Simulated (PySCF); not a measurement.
# B6H8N ([closo-1-(NH3)B6H5]-): the cost of one run

Computed with PySCF 2.14.0 and routines of our own; the level stands in each step. Atoms count from 0.

## 1. The starting structure

15 atoms, charge -1, multiplicity 1; geometry from: GFN2-xTB.

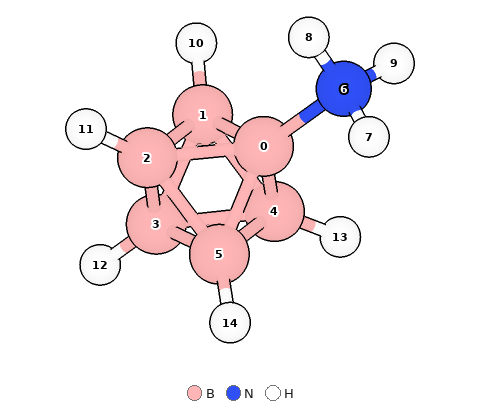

The starting geometry (boron pink, nitrogen blue, hydrogen white).

## 2. Magnetic properties: GIAO B3LYP/def2-SVP

The job: settings as JSON, then the geometry in Å.

```
{"job": {"kind": "mag", "xc": "B3LYP", "basis": "def2-SVP"}, "charge": -1, "multiplicity": 1}
B      0.120750     0.376510    -0.245820
B     -1.322330    -0.109460     0.441900
B      0.114530     0.035500     1.391820
B     -0.501610    -1.501790     0.987900
B     -0.479630    -1.124480    -0.674150
B      0.955650    -0.975980     0.274100
N      0.594810     1.775000    -1.168640
H      1.542780     1.608770    -1.476170
H      0.532110     2.572750    -0.551020
H     -0.047700     1.846280    -1.945360
H     -2.452990     0.360560     0.503040
H      0.424370     0.656790     2.402610
H     -0.827220    -2.482530     1.632520
H     -0.765370    -1.667600    -1.735520
H      2.111850    -1.370320     0.162790
```

Level: GIAO B3LYP/def2-SVP magnetisability, rotational g tensor and spin-rotation constants, non-relativistic, gas phase.

On the command line:

```bash
$ OMP_NUM_THREADS=1 python excited_run.py task.json out
```

The driver reads the jobs from task.json and runs them one after another.

Q: Estimate the wall time and peak memory of this first job on 1 thread of Intel Xeon at 2.60GHz, shared host.

About 16 s, with a peak of 0.72 GiB.
